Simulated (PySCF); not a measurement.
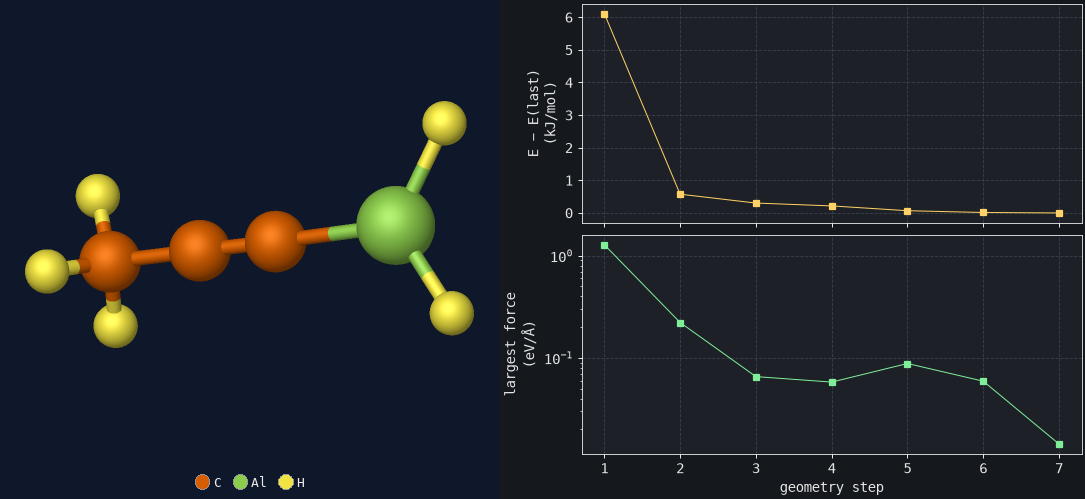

Beside the plot: the molecule at the start.

History of a geometry optimisation. C₃H₅Al (SMILES CC#[C][AlH2]); PBE0-D3(BJ)/def2-SVP, geometry optimisation (PySCF).

The optimisation met its thresholds at geometry 7, counting the start as the first. The energy fell by about 6.1 kJ/mol from the first step to the last. The largest force goes from about 1.3 eV/Å at the start to 0.014 eV/Å at the end.
